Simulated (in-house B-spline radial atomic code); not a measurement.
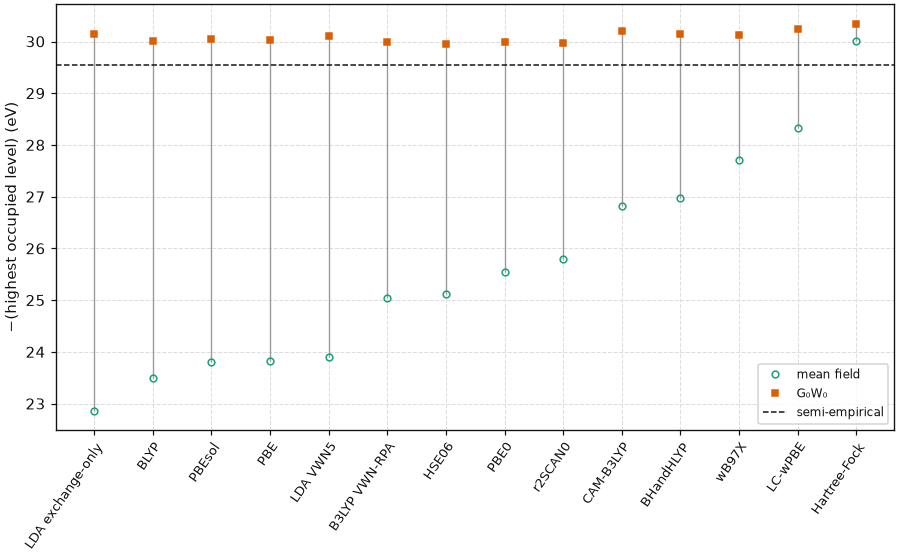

Binding energy of the highest level (4d↑) of an atom or ion with the configuration [Kr] 4d⁵, on 14 mean-field starts and after G₀W₀. All-electron spherical atom, scalar X2C, no spin-orbit coupling, Breit or QED terms; computed with a B-spline radial code.

**Which atom or ion is it?**

Tc²⁺ (technetium, Z = 43). The mean-field values spread from 22.86 eV (LDA exchange-only) to 30.01 eV (Hartree-Fock); after G₀W₀ they lie between 29.95 eV (HSE06) and 30.35 eV (Hartree-Fock), so the spread shrinks from 7.14 to 0.40 eV. The semi-empirical removal energy is 29.55 eV; the nearest G₀W₀ value is that on HSE06 (29.95 eV).

Known limits: spin-orbit splitting, Breit and QED terms, absent here, matter against the tabulated value.
